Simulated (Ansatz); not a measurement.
# BeH2 (Ibam): the host for defect calculations, part 2 of 4

Before any defect goes in: BeH2 (Ibam) at rest, and how it screens a charge.

Ansatz 0.2.0; plane-wave PAW DFT, PBEsol; relaxation of the host's cell and atoms (the session's first sound run).

So far: Set-up; Host cell relaxation. The relaxed cell has a, b, c = 3.993, 8.757, 7.538 Å (conventional setting).

**3. Dielectric tensors of the host**

The response to a uniform electric field gives the electronic dielectric tensor.

This step: plane-wave PAW DFPT, PBEsol; dielectric tensors, Born charges and zone-centre modes of the host (Ansatz 0.2.0).

Input file eps/input.yaml:

```yaml
crystal:
  lattice:
    - [-1.9966630754, 4.3786797741, 3.7688860799]
    - [1.9966630754, -4.3786797741, 3.7688860799]
    - [1.9966630754, 4.3786797741, -3.7688860799]
  atoms:
    - { symbol: Be, position: [0.25, 0.75, 0.5] }
    - { symbol: Be, position: [0.75, 0.25, 0.5] }
    - { symbol: Be, position: [0.1680935005, 0.6187252705, 0.786818771] }
    - { symbol: Be, position: [0.6680935005, 0.8812747295, 0.54936823] }
    - { symbol: Be, position: [0.3319064995, 0.1187252705, 0.45063177] }
    - { symbol: Be, position: [0.8319064995, 0.3812747295, 0.213181229] }
    - { symbol: H, position: [0.56444467, 0.3946316532, 0.6510856202] }
    - { symbol: H, position: [0.256453967, 0.0866409502, 0.6510856202] }
    - { symbol: H, position: [0.756453967, 0.1053683468, 0.1698130167] }
    - { symbol: H, position: [0.93555533, 0.5866409502, 0.8301869833] }
    - { symbol: H, position: [0.6802708578, 0.2411098285, 0.9213806863] }
    - { symbol: H, position: [0.1802708578, 0.2588901715, 0.4391610293] }
    - { symbol: H, position: [0.3197291422, 0.7588901715, 0.0786193137] }
    - { symbol: H, position: [0.8197291422, 0.7411098285, 0.5608389707] }
    - { symbol: H, position: [0.06444467, 0.4133590498, 0.1698130167] }
    - { symbol: H, position: [0.243546033, 0.8946316532, 0.8301869833] }
    - { symbol: H, position: [0.743546033, 0.9133590498, 0.3489143798] }
    - { symbol: H, position: [0.43555533, 0.6053683468, 0.3489143798] }
basis:
  ecutwfc: 420
hamiltonian:
  xc: pbesol
kpoints:
  mp_grid: { grid: [7, 7, 7] }
scf:
  occupations: { method: fixed }
  max_iter: 100
phonons:
  method: dfpt
  dielectric: true
  rigid_motions: translations
```

The run is started by

```
ansatz run input.yaml --threads 4 --pin off --max-ram 7536MiB --backend cpu --events-out ev --progress --plain --runs-dir out
```

Numbers of over 12 decimals in the logs are rounded to 6 here.

Log:

```text
[...]
Crystal: 18 atoms, lattice volume = 131.802 Å³
Basis set: ecut = 420 eV, 2585 PW (Γ), exchange–correlation on 96×96×96 points (8 copies of the dense FFT grid, shifted against one another)
Bands: 30, of which v1, the nominal top of the filled ones, is band 12 counted from 1 (11 counted from 0)
Symmetry: 8 space group operations
k-points: 172 of 343 (irreducible under 1 space group operation, time reversal used)
[...]
SCF iter   1: F=—  HF=-730.551774 eV  |F-HF|=—  |Δ(HF+E_count)|=         —  Δρ=9.41e-3  dr2=7.74e-2  ethr=1.77e-3  ⟨swp⟩=5.2  Hψ=22579  notcnv=0  defer=2475
[...]
SCF iter   8: F=-730.533870 eV  HF=-730.533870 eV  |F-HF|=1.82e-12  |Δ(HF+E_count)|=  6.49e-10  Δρ=3.90e-8  dr2=1.44e-12  ethr=1.00e-12  ⟨swp⟩=13.1  Hψ=35898  notcnv=0
SCF 1 converged in 8 iterations: F = -730.533870 eV  dr2 = 1.44e-12
[...]
NSCF: frozen V_eff on 12 k-points
DFPT response loops at Γ: preconditioner auto → none (the input reference at scf.mixing.eps_inf says where Resta's filter doesn't serve); β = 0.50; Broyden in place of MSR1
── the response to a field inside a basis, on 8×8×8 k-points: an SCF that follows is theirs, and a resumed run solves both again ──
Bands: 13, of which v1, the nominal top of the filled ones, is band 12 counted from 1 (11 counted from 0)
k-points: 94 of 512
[...]
Eigensolver: Dense (94 Hₖ)
SCF iter   1: F=—  HF=-730.530951 eV  |F-HF|=—  |Δ(HF+E_count)|=         —  Δρ=1.91e-4  dr2=1.01e-5  ethr=1.00e-1
[...]
SCF iter   3: F=-730.530964 eV  HF=-730.530964 eV  |F-HF|=1.26e-8  |Δ(HF+E_count)|=   3.75e-6  Δρ=4.95e-6  dr2=1.35e-8  ethr=9.65e-9
SCF 1 converged in 3 iterations: F = -730.530964 eV  dr2 = 1.35e-8
[...]
SCF converged after 8 iterations
Free energy (F): -730.533870 eV
[...]
Internal energy: -730.533870 eV  (E = F + TS)
E sigma→0 (E₀):  -730.533870 eV
Fermi energy:    -0.936135 eV
[...]
--- Band table (eV; the first three rows and the last of 172) ---
[...]
[... further k-points left out ...]
--- Phonons (Γ-DFPT): 12 representative perturbations + reference, on 172 of 343 k-points (Σ response iterations 42) ---
  k mesh reduced under 1 symmetry operation, with k and −k counted as one. Each operation leaves every solved perturbation unchanged. A smaller set is not considered because the run solves the response to a homogeneous field
  ASR residual: 2.113e-5 → 0.000e0 eV/Å²; symmetrization residual: 1.702e-7 eV/Å²
  ASR residual per site (eV/Å²): 9.19e-6 9.19e-6 2.11e-5 2.11e-5 2.11e-5 2.11e-5 1.05e-5 1.05e-5 1.05e-5 1.05e-5 1.22e-5 1.22e-5 1.22e-5 1.22e-5 1.05e-5 1.05e-5 1.05e-5 1.05e-5
  Γ frequencies (cm⁻¹): 0.00 0.00 0.00 113.07 201.69 230.06 232.33 250.31 331.39 333.28 359.41 406.76 407.76 445.04 450.60 457.83 477.41 482.52 484.88 491.10 566.96 576.69 599.93 601.49 674.14 695.51 699.82 700.83 775.56 777.26 1147.20 1149.26 1279.26 1293.27 [...]
  ε∞ (high-frequency dielectric tensor):
        3.625876    -0.000000    -0.000000
       -0.000000     3.738467     0.000000
       -0.000000     0.000000     3.592892
  ε⁰ (static dielectric tensor: ions relaxed, cell fixed):
        4.365398     0.000000     0.000000
        0.000000     5.158327    -0.000000
        0.000000    -0.000000     5.260883
  ε⁰ − ε∞ (ionic part):
        0.739522     0.000000     0.000000
        0.000000     1.419860    -0.000000
        0.000000    -0.000000     1.667990
  softest optical mode at Γ: 113.07 cm⁻¹; the repairs (sum rule, projections) moved no ω² at Γ by more than (2.43 cm⁻¹)²
  Born effective charges Z* (e; rows j = field, columns β = displacement):
    site 0:
         0.81398    0.00000    0.00000
         0.00000    1.14894   -0.00000
         0.00000   -0.00000    1.30158
    site 1:
         0.81398    0.00000    0.00000
         0.00000    1.14894   -0.00000
         0.00000   -0.00000    1.30158
    site 2:
         1.06582    0.23646    0.00000
        -0.18856    1.14144    0.00000
         0.00000    0.00000    1.08554
    site 3:
         1.06582   -0.23646    0.00000
         0.18856    1.14144   -0.00000
         0.00000   -0.00000    1.08554
    site 4:
         1.06582   -0.23646    0.00000
         0.18856    1.14144   -0.00000
         0.00000   -0.00000    1.08554
    site 5:
         1.06582    0.23646    0.00000
        -0.18856    1.14144    0.00000
         0.00000    0.00000    1.08554
    site 6:
        -0.35544    0.09023    0.07576
         0.05697   -0.54613   -0.23863
         0.08924   -0.25068   -0.69553
    site 7:
        -0.35544    0.09023   -0.07576
         0.05697   -0.54613    0.23863
        -0.08924    0.25068   -0.69553
    site 8:
        -0.35544   -0.09023    0.07576
        -0.05697   -0.54613    0.23863
         0.08924    0.25068   -0.69553
    site 9:
        -0.35544   -0.09023   -0.07576
        -0.05697   -0.54613   -0.23863
        -0.08924   -0.25068   -0.69553
    site 10:
        -0.76194   -0.25878   -0.00000
[...]
site 11:
[...]
site 12:
[...]
site 13:
[...]
site 14:
[...]
site 15:
[...]
site 16:
[...]
site 17:
[...]
Z* charge neutrality: 4.035e-3 e pre-enforcement
  solved inside a basis spanned on kpoints, on 8×8×8 k-points, its susceptibility summed on 8×12×12: ε∞ is read to err by 1.1e-2, Z* by 5.9e-3 e (field_mesh: kpoints solves on kpoints); Z* is corrected for what the basis lacks
  optical modes at Γ without the LO–TO term, one row a degenerate level:
      ω (cm⁻¹)  modes    IR ((D/Å)²/amu)
[...]
optical modes at Γ + LO–TO along q̂ = [1.0000, 0.0000, 0.0000]:
      ω (cm⁻¹)  modes    IR ((D/Å)²/amu)
[...]
optical modes at Γ + LO–TO along q̂ = [0.0000, 1.0000, 0.0000]:
      ω (cm⁻¹)  modes    IR ((D/Å)²/amu)
[...]
optical modes at Γ + LO–TO along q̂ = [0.0000, 0.0000, 1.0000]:
      ω (cm⁻¹)  modes    IR ((D/Å)²/amu)
[...]
1851.12      1            17.8272
       1862.07      1             0.0000
       1875.02      1             0.0000
       1879.50      1             0.0000
       1887.54      1            59.9504
       1889.18      1             0.0000
       1902.22      1            68.1554
       1938.66      1             0.0000
       1942.21      1             0.0000
       1944.22      1             0.0000
       1979.87      1           110.0074
       1986.17      1             0.3224
```

Wall time 3.6 min (4 threads of Arm Neoverse V2, shared host); peak memory 2.5 GiB.

In the SCF lines HF is the Harris–Foulkes energy and dr2 the Hartree energy of the density residual, in eV; the loop may stop once dr2 is under the threshold and the program's other checks hold. Hψ counts applications of the Hamiltonian.

Electronic dielectric tensor:

```
3.63 0.00 0.00
0.00 3.74 0.00
0.00 0.00 3.59
```

Static dielectric tensor:

```
4.37 0.00 0.00
0.00 5.16 0.00
0.00 0.00 5.26
```

The principal values of the electronic dielectric tensor are 3.59, 3.63 and 3.74. The principal values of the static dielectric tensor are 4.37, 5.16 and 5.26.

**4. Primitive cell on a dense mesh**

A dense mesh gives the host's converged energy, against which the supercell's sampling is tested.

This step: plane-wave PAW DFT, PBEsol; single point of the host's primitive cell on a dense mesh (Ansatz 0.2.0).

dense/input.yaml, as its differences from eps/input.yaml of step 3:

```diff
@@ -26,2 +26,3 @@
   ecutwfc: 420
+  xc_grid: 2
 hamiltonian:
@@ -29,9 +30,5 @@
 kpoints:
-  mp_grid: { grid: [7, 7, 7] }
+  mp_grid: { grid: [8, 8, 8] }
 scf:
-  occupations: { method: fixed }
-  max_iter: 100
-phonons:
-  method: dfpt
-  dielectric: true
-  rigid_motions: translations
+  occupations: { method: fermi_dirac, width: 0.01 }
+  max_iter: 80
```

Log:

```text
[...]
Crystal: 18 atoms, lattice volume = 131.802 Å³
Basis set: ecut = 420 eV, 2585 PW (Γ), exchange–correlation on 90×90×90 points (8 copies of the dense FFT grid, shifted against one another)
Bands: 30, of which v1, the nominal top of the filled ones, is band 12 counted from 1 (11 counted from 0)
Symmetry: 8 space group operations
[...]
k-points: 95 of 512
[...]
SCF iter   1: F=—  HF=-730.552060 eV  |F-HF|=—  |Δ(HF+E_count)|=         —  Δρ=9.38e-3  dr2=7.70e-2  ethr=1.77e-3  ⟨swp⟩=6.7  Hψ=15602  notcnv=0  defer=306
[...]
SCF iter   6: F=-730.533863 eV  HF=-730.533863 eV  |F-HF|=5.85e-9  |Δ(HF+E_count)|=   3.38e-7  Δρ=1.55e-6  dr2=2.58e-9  ethr=5.49e-10  ⟨swp⟩=2.0  Hψ=3515  notcnv=0
SCF 1 converged in 6 iterations: F = -730.533863 eV  dr2 = 2.58e-9
[...]
SCF converged after 6 iterations
Free energy (F): -730.533863 eV
[...]
Internal energy: -730.533863 eV  (E = F + TS)
E sigma→0 (E₀):  -730.533863 eV
Fermi energy:    1.486015 eV
[...]
```

Run time: 2.4 s. Hardware: 4 threads; peak memory 0.62 GiB.

**5. Self-consistent run**

This step: plane-wave PAW DFT, PBEsol; single point of the defect-free supercell, a test of its k-points (Ansatz 0.2.0).

System of this step: BeH2 (Ibam). The cell holds 72 atoms: 24 Be and 48 H. Its edges and angles: a = 11.555 Å, b = 8.530 Å, c = 9.625 Å, α = 78.8°, β = 46.4°, γ = 54.8°.

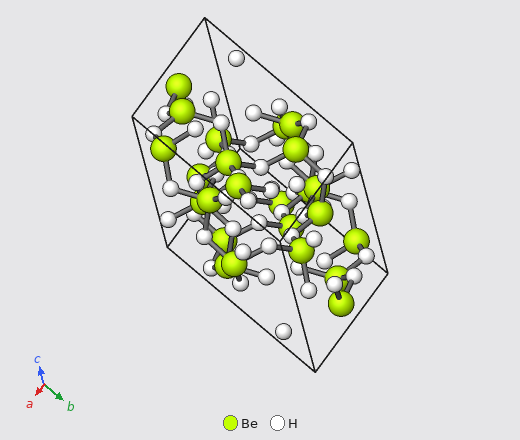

The cell of this step (beryllium green, hydrogen white). Bonds to atoms that aren't drawn are left out. Some periodic images of atoms are drawn too.

Input file pristine.sampling/input.yaml:

```yaml
crystal:
  lattice:
    - [0.0, 8.7573595481, 7.5377721599]
    - [3.9933261508, 0.0, 7.5377721599]
    - [3.9933261508, 8.7573595481, 0.0]
  atoms:
    - { symbol: Be, position: [0.125, 0.625, 0.375] }
    - { symbol: Be, position: [0.375, 0.875, 0.625] }
    - { symbol: Be, position: [0.625, 0.125, 0.875] }
    - { symbol: Be, position: [0.875, 0.375, 0.125] }
    - { symbol: Be, position: [0.125, 0.625, 0.875] }
    - { symbol: Be, position: [0.375, 0.875, 0.125] }
    - { symbol: Be, position: [0.625, 0.125, 0.375] }
    - { symbol: Be, position: [0.875, 0.375, 0.625] }
    - { symbol: Be, position: [0.024684115, 0.475315885, 0.6434093855] }
    - { symbol: Be, position: [0.274684115, 0.725315885, 0.8934093855] }
    - { symbol: Be, position: [0.524684115, 0.975315885, 0.1434093855] }
    - { symbol: Be, position: [0.774684115, 0.225315885, 0.3934093855] }
    - { symbol: Be, position: [0.1434093855, 0.3565906145, 0.024684115] }
    - { symbol: Be, position: [0.3934093855, 0.6065906145, 0.274684115] }
    - { symbol: Be, position: [0.6434093855, 0.8565906145, 0.524684115] }
    - { symbol: Be, position: [0.8934093855, 0.1065906145, 0.774684115] }
    - { symbol: Be, position: [0.1065906145, 0.8934093855, 0.225315885] }
    - { symbol: Be, position: [0.3565906145, 0.1434093855, 0.475315885] }
    - { symbol: Be, position: [0.6065906145, 0.3934093855, 0.725315885] }
    - { symbol: Be, position: [0.8565906145, 0.6434093855, 0.975315885] }
    - { symbol: Be, position: [0.225315885, 0.774684115, 0.6065906145] }
    - { symbol: Be, position: [0.475315885, 0.024684115, 0.8565906145] }
    - { symbol: Be, position: [0.725315885, 0.274684115, 0.1065906145] }
    - { symbol: Be, position: [0.975315885, 0.524684115, 0.3565906145] }
    - { symbol: H, position: [0.1619041841, 0.9920911674, 0.2485451344] }
    - { symbol: H, position: [0.4119041841, 0.2420911674, 0.4985451344] }
    - { symbol: H, position: [0.6619041841, 0.4920911674, 0.7485451344] }
    - { symbol: H, position: [0.9119041841, 0.7420911674, 0.9985451344] }
    - { symbol: H, position: [0.0079088326, 0.8380958159, 0.4025404859] }
    - { symbol: H, position: [0.2579088326, 0.0880958159, 0.6525404859] }
    - { symbol: H, position: [0.5079088326, 0.3380958159, 0.9025404859] }
    - { symbol: H, position: [0.7579088326, 0.5880958159, 0.1525404859] }
    - { symbol: H, position: [0.2485451344, 0.5974595141, 0.6619041841] }
    - { symbol: H, position: [0.4985451344, 0.8474595141, 0.9119041841] }
    - { symbol: H, position: [0.7485451344, 0.0974595141, 0.1619041841] }
    - { symbol: H, position: [0.9985451344, 0.3474595141, 0.4119041841] }
    - { symbol: H, position: [0.0974595141, 0.7485451344, 0.9920911674] }
    - { symbol: H, position: [0.3474595141, 0.9985451344, 0.2420911674] }
    - { symbol: H, position: [0.5974595141, 0.2485451344, 0.4920911674] }
    - { symbol: H, position: [0.8474595141, 0.4985451344, 0.7420911674] }
    - { symbol: H, position: [0.2195805147, 0.7804194853, 0.4606903432] }
    - { symbol: H, position: [0.4695805147, 0.0304194853, 0.7106903432] }
    - { symbol: H, position: [0.7195805147, 0.2804194853, 0.9606903432] }
    - { symbol: H, position: [0.9695805147, 0.5304194853, 0.2106903432] }
    - { symbol: H, position: [0.2106903432, 0.2893096568, 0.4695805147] }
    - { symbol: H, position: [0.4606903432, 0.5393096568, 0.7195805147] }
    - { symbol: H, position: [0.7106903432, 0.7893096568, 0.9695805147] }
    - { symbol: H, position: [0.9606903432, 0.0393096568, 0.2195805147] }
    - { symbol: H, position: [0.0304194853, 0.4695805147, 0.7893096568] }
    - { symbol: H, position: [0.2804194853, 0.7195805147, 0.0393096568] }
    - { symbol: H, position: [0.5304194853, 0.9695805147, 0.2893096568] }
    - { symbol: H, position: [0.7804194853, 0.2195805147, 0.5393096568] }
    - { symbol: H, position: [0.0393096568, 0.9606903432, 0.7804194853] }
    - { symbol: H, position: [0.2893096568, 0.2106903432, 0.0304194853] }
    - { symbol: H, position: [0.5393096568, 0.4606903432, 0.2804194853] }
    - { symbol: H, position: [0.7893096568, 0.7106903432, 0.5304194853] }
    - { symbol: H, position: [0.1525404859, 0.5014548656, 0.2579088326] }
    - { symbol: H, position: [0.4025404859, 0.7514548656, 0.5079088326] }
    - { symbol: H, position: [0.6525404859, 0.0014548656, 0.7579088326] }
    - { symbol: H, position: [0.9025404859, 0.2514548656, 0.0079088326] }
    - { symbol: H, position: [0.0014548656, 0.6525404859, 0.5880958159] }
    - { symbol: H, position: [0.2514548656, 0.9025404859, 0.8380958159] }
    - { symbol: H, position: [0.5014548656, 0.1525404859, 0.0880958159] }
    - { symbol: H, position: [0.7514548656, 0.4025404859, 0.3380958159] }
    - { symbol: H, position: [0.2420911674, 0.4119041841, 0.8474595141] }
    - { symbol: H, position: [0.4920911674, 0.6619041841, 0.0974595141] }
    - { symbol: H, position: [0.7420911674, 0.9119041841, 0.3474595141] }
    - { symbol: H, position: [0.9920911674, 0.1619041841, 0.5974595141] }
    - { symbol: H, position: [0.0880958159, 0.2579088326, 0.0014548656] }
    - { symbol: H, position: [0.3380958159, 0.5079088326, 0.2514548656] }
    - { symbol: H, position: [0.5880958159, 0.7579088326, 0.5014548656] }
    - { symbol: H, position: [0.8380958159, 0.0079088326, 0.7514548656] }
basis:
  ecutwfc: 420
  xc_grid: 2
hamiltonian:
  xc: pbesol
kpoints:
  mp_grid: { grid: [1, 1, 1], shift: [0.25, 0.25, 0.25] }
scf:
  occupations: { method: fermi_dirac, width: 0.01 }
  max_iter: 80
```

Log:

```text
[...]
Crystal: 72 atoms, lattice volume = 527.207 Å³
Basis set: ecut = 420 eV, 10305 PW (Γ), exchange–correlation on 160×120×144 points (8 copies of the dense FFT grid, shifted against one another)
Bands: 120, of which v1, the nominal top of the filled ones, is band 48 counted from 1 (47 counted from 0)
Symmetry: 8 space group operations
k-points: 1
[...]
SCF iter   1: F=—  HF=-2922.180024 eV  |F-HF|=—  |Δ(HF+E_count)|=         —  Δρ=9.50e-3  dr2=3.12e-1  ethr=1.77e-3  ⟨swp⟩=8.0  Hψ=742  notcnv=0  defer=9
[...]
SCF iter   6: F=-2922.105582 eV  HF=-2922.105582 eV  |F-HF|=8.81e-10  |Δ(HF+E_count)|=   4.71e-7  Δρ=9.37e-7  dr2=6.71e-9  ethr=2.37e-10  ⟨swp⟩=1.0  Hψ=160  notcnv=0
SCF 1 converged in 6 iterations: F = -2922.105582 eV  dr2 = 6.71e-9
[...]
SCF converged after 6 iterations
Free energy (F): -2922.105582 eV
[...]
Internal energy: -2922.105582 eV  (E = F + TS)
E sigma→0 (E₀):  -2922.105582 eV
Fermi energy:    1.699334 eV
[...]
```

It took 1.3 s on 4 threads; peak memory 0.76 GiB.

Numbers from this step:

- energy over dense mesh: 4.15e-4 eV/atom

[end of part 2 of 4]

[Logs are printed without paths, hosts, clocks, repeated set-up lines and the standing remarks that a program may print on its own settings, such as how far it seeks lower states.]

[Hosts, paths, dates, database ids (printed as entryN), source tags and the programs' standing remarks are cut or masked in the printed files.]

[Runs of the host that timed out are not shown.]

[For some hosts the program warned that the k-mesh of the response run may be too coarse for force constants and the static dielectric constant; such warnings are not always shown.]
